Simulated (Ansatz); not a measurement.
# CH4BFOSi (SMILES O=CB[SiH2]F): CCSDT(Q)/STO-3G (density fitting with cc-pVTZ-jkfit)

Aim: the vertical singlet–triplet gap of CH4BFOSi at CCSDT(Q)/STO-3G (density fitting with cc-pVTZ-jkfit), from 2 runs. 

Program for the calculation: Ansatz 0.2.0.

6 further runs of the same task are left out: 3 that didn't finish, 3 set aside as unsound or not needed.

**1. Starting point**

CH4BFOSi: 9 atoms, total charge 0, spin state singlet. SMILES: `O=CB[SiH2]F`. Geometry: relaxed at PBE0-D4/def2-TZVP. This is one conformer, not always the lowest.

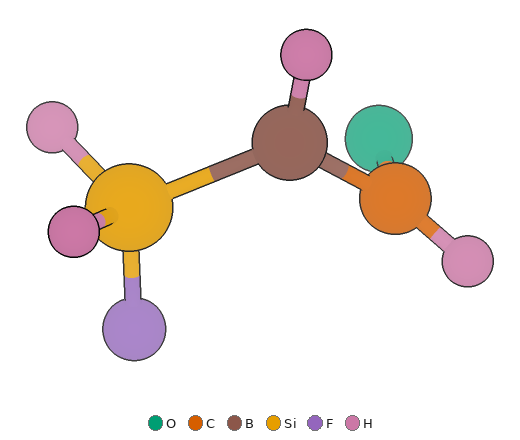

The structure, seen from a chosen angle (oxygen teal, carbon orange, boron brown, silicon amber, fluorine purple, hydrogen pink).

**2. A single-point energy at CCSDT(Q)/STO-3G (density fitting with cc-pVTZ-jkfit)**

File run.yaml:

```yaml
crystal:
  periodic: [false, false, false]
  atoms:
    - {symbol: O, position_ang: [-0.789500, 0.780400, 1.703800]}
    - {symbol: C, position_ang: [-0.128300, 1.442100, 0.910400]}
    - {symbol: B, position_ang: [0.628100, 0.188700, 0.495800]}
    - {symbol: Si, position_ang: [-0.077200, -1.007600, -0.945000]}
    - {symbol: F, position_ang: [-1.360800, -0.349200, -1.659700]}
    - {symbol: H, position_ang: [-0.262400, 2.525000, 0.778500]}
    - {symbol: H, position_ang: [1.608700, -0.084900, 1.121700]}
    - {symbol: H, position_ang: [0.964000, -1.202600, -1.991900]}
    - {symbol: H, position_ang: [-0.494200, -2.338100, -0.430900]}
basis:
  gaussian:
    orbitals: STO-3G
    fitting: {mean_field: cc-pVTZ-jkfit}
correlation:
  method: ccsdt_q
output: {orbitals: {seedname: orbitals}}
```

Command:

```bash
$ ansatz run run.yaml --threads 1 --pin off --max-ram 2610MiB --events-out events.jsonl --progress --plain --runs-dir runs
```

The program printed:

```text
Warning: RAYON_NUM_THREADS=1 ignored (pool sized by the plan → 1); use --threads N
Functional definition: HF
  name "HF"
  exchange = exact_x
  correlation = 0
557 factors; integrals over basis functions are off by at most 8.5e-4 eV
mean field evaluation 1: about -14187.1445 eV, gradient 3.4e1 eV
mean field evaluation 2: about -14189.8347 eV, gradient 2.6e1 eV
mean field evaluation 4: about -14191.5603 eV, gradient 1.2e0 eV
mean field evaluation 8: about -14191.5772 eV, gradient 2.7e-6 eV
mean field -14191.57720500 eV, -521.5308428871 hartree, gradient 2.7e-6 eV, S^2 0.000000; 0 other end points of the search recorded, 0 dependent functions left out; unrestricted orbitals would lower it
mean field evaluation 16: about -14191.6667 eV, gradient 3.3e-1 eV
9 core orbitals not correlated: weight in the atoms' cores, before any rotation towards them, 1.000 or more for the frozen orbitals, at most 0.000 for the correlated occupied ones
reference -14191.57720500 eV, -521.5308428871 hartree; 14, 14 occupied and 10, 10 virtual orbitals, 557 factors
second order -5.71900950 eV of doubles, -0.00000000 eV of singles
cycle   1  -6.33350823 eV  change   -6.1e-1 eV  update   1.4e-1
cycle   2  -6.87259825 eV  change   -5.4e-1 eV  update   7.4e-2
cycle   3  -7.23186332 eV  change   -3.6e-1 eV  update   3.5e-2
cycle   4  -7.26407717 eV  change   -3.2e-2 eV  update   1.2e-2
cycle   5  -7.26912616 eV  change   -5.0e-3 eV  update   7.3e-3
cycle   6  -7.27024347 eV  change   -1.1e-3 eV  update   2.7e-3
cycle   7  -7.27050959 eV  change   -2.7e-4 eV  update   1.6e-3
cycle   8  -7.27021912 eV  change    2.9e-4 eV  update   9.3e-4
cycle   9  -7.27006026 eV  change    1.6e-4 eV  update   3.7e-4
cycle  10  -7.27037865 eV  change   -3.2e-4 eV  update   1.8e-4
cycle  11  -7.27036273 eV  change    1.6e-5 eV  update   1.3e-4
cycle  12  -7.27042448 eV  change   -6.2e-5 eV  update   6.5e-5
cycle  13  -7.27044854 eV  change   -2.4e-5 eV  update   4.8e-5
cycle  14  -7.27045771 eV  change   -9.2e-6 eV  update   2.6e-5
cycle  15  -7.27044982 eV  change    7.9e-6 eV  update   1.3e-5
cycle  16  -7.27044434 eV  change    5.5e-6 eV  update   8.7e-6
cycle  17  -7.27044315 eV  change    1.2e-6 eV  update   6.5e-6
cycle  18  -7.27044179 eV  change    1.4e-6 eV  update   3.1e-6
perturbative correction -0.00067386 eV, -0.0000247638 hartree
Total energy: -14198.84832065 eV, -521.7980514587 hartree
```

Wall time 5.7 s (1 thread of Arm Neoverse V1, shared host).

**3. The triplet, same level**

run.yaml: that of step 2 with these lines changed.

```diff
@@ -16,2 +16,5 @@
     fitting: {mean_field: cc-pVTZ-jkfit}
+magnetization:
+  spin_polarized: true
+  initial_magnetization: 2
 correlation:
```

Command:

```bash
$ ansatz run run.yaml --threads 1 --pin off --max-ram 2610MiB --events-out events.jsonl --progress --plain --runs-dir runs
```

The program printed:

```text
Warning: RAYON_NUM_THREADS=1 ignored (pool sized by the plan → 1); use --threads N
[... 4 set-up lines as earlier in the session ...]
557 factors; integrals over basis functions are off by at most 8.5e-4 eV
mean field evaluation 1: about -14183.6336 eV, gradient 2.2e1 eV
mean field evaluation 2: about -14187.7566 eV, gradient 1.2e1 eV
mean field evaluation 4: about -14189.2878 eV, gradient 2.4e0 eV
mean field evaluation 8: about -14189.5262 eV, gradient 2.3e-1 eV
mean field evaluation 16: about -14189.4594 eV, gradient 1.2e0 eV
mean field evaluation 32: about -14187.1180 eV, gradient 1.2e0 eV
mean field evaluation 64: about -14186.1726 eV, gradient 4.3e-1 eV
mean field -14189.53366645 eV, -521.4557442308 hartree, gradient 1.9e-6 eV, S^2 2.018413; 4 other end points of the search recorded, 0 dependent functions left out
determinant -14189.53366645 eV, -521.4557442308 hartree, with singles and doubles -14194.80092072 eV, -521.6493122548 hartree
determinant -14187.17274909 eV, -521.3689821179 hartree, with singles and doubles -14193.25503753 eV, -521.5925020954 hartree
9 core orbitals not correlated: weight in the atoms' cores, before any rotation towards them, 1.000 or more for the frozen orbitals, at most 0.000 for the correlated occupied ones
reference -14189.53366645 eV, -521.4557442308 hartree; 15, 13 occupied and 9, 11 virtual orbitals, 557 factors
second order -3.81039225 eV of doubles, -0.00000000 eV of singles
cycle   1  -4.64382981 eV  change   -8.3e-1 eV  update   9.6e-2
cycle   2  -5.16481003 eV  change   -5.2e-1 eV  update   4.6e-2
cycle   3  -5.35208898 eV  change   -1.9e-1 eV  update   3.0e-2
cycle   4  -5.40117593 eV  change   -4.9e-2 eV  update   1.6e-2
cycle   5  -5.41683586 eV  change   -1.6e-2 eV  update   1.0e-2
cycle   6  -5.41920667 eV  change   -2.4e-3 eV  update   5.8e-3
cycle   7  -5.42225584 eV  change   -3.0e-3 eV  update   4.1e-3
cycle   8  -5.42412097 eV  change   -1.9e-3 eV  update   2.3e-3
cycle   9  -5.42568220 eV  change   -1.6e-3 eV  update   1.6e-3
cycle  10  -5.42671037 eV  change   -1.0e-3 eV  update   1.0e-3
cycle  11  -5.42706481 eV  change   -3.5e-4 eV  update   7.8e-4
cycle  12  -5.42703434 eV  change    3.0e-5 eV  update   6.3e-4
cycle  13  -5.42673309 eV  change    3.0e-4 eV  update   4.6e-4
cycle  14  -5.42646266 eV  change    2.7e-4 eV  update   3.5e-4
cycle  15  -5.42646320 eV  change   -5.4e-7 eV  update   2.5e-4
cycle  16  -5.42665034 eV  change   -1.9e-4 eV  update   1.9e-4
cycle  17  -5.42672692 eV  change   -7.7e-5 eV  update   1.3e-4
cycle  18  -5.42680111 eV  change   -7.4e-5 eV  update   1.0e-4
cycle  19  -5.42685590 eV  change   -5.5e-5 eV  update   7.2e-5
cycle  20  -5.42686500 eV  change   -9.1e-6 eV  update   5.2e-5
cycle  21  -5.42684601 eV  change    1.9e-5 eV  update   3.6e-5
cycle  22  -5.42684034 eV  change    5.7e-6 eV  update   2.9e-5
cycle  23  -5.42683889 eV  change    1.5e-6 eV  update   2.2e-5
cycle  24  -5.42683339 eV  change    5.5e-6 eV  update   1.7e-5
cycle  25  -5.42683031 eV  change    3.1e-6 eV  update   1.4e-5
cycle  26  -5.42682898 eV  change    1.3e-6 eV  update   1.2e-5
cycle  27  -5.42682459 eV  change    4.4e-6 eV  update   9.5e-6
cycle  28  -5.42682062 eV  change    4.0e-6 eV  update   7.8e-6
cycle  29  -5.42682008 eV  change    5.4e-7 eV  update   5.6e-6
cycle  30  -5.42682017 eV  change   -9.1e-8 eV  update   4.3e-6
cycle  31  -5.42681964 eV  change    5.2e-7 eV  update   3.3e-6
perturbative correction -0.00535320 eV, -0.0001967264 hartree
Total energy: -14194.96583930 eV, -521.6553729007 hartree
```

Wall time 29 s (1 thread of Arm Neoverse V1, shared host); peak memory 0.5 GiB.

**4. Outcome**

At CCSDT(Q)/STO-3G (density fitting with cc-pVTZ-jkfit), 9 core orbitals frozen:

| quantity | value |
| --- | --- |
| singlet: total energy | -521.79805 Eh |
| singlet: HOMO energy (Hartree–Fock orbitals) | -8.78 eV |
| singlet: LUMO energy (Hartree–Fock orbitals) | 6.89 eV |
| singlet: HOMO–LUMO gap (Hartree–Fock orbitals) | 15.66 eV |
| singlet: correlation energy (9 core orbitals frozen) | -267.2 mEh |
| singlet: T1 diagnostic | 0.018 |
| triplet: total energy | -521.65537 Eh |
| triplet: HOMO energy (Hartree–Fock orbitals) (highest over α and β) | -5.97 eV |
| triplet: LUMO energy (Hartree–Fock orbitals) (lowest over α and β) | 4.03 eV |
| triplet: correlation energy (9 core orbitals frozen) | -199.6 mEh |
| triplet: ⟨S²⟩ of the reference determinant | 2.018 |
| triplet: T1 diagnostic | 0.022 |
| vertical energy of the triplet above the singlet | 3.882 eV |

What this shows: At this shape the triplet lies 3.88 eV (90 kcal/mol) above the singlet. In a minimal basis such a difference can be off by several eV, whatever the method. The restricted solution (singlet) is unstable to spin breaking: an unrestricted one lies lower.
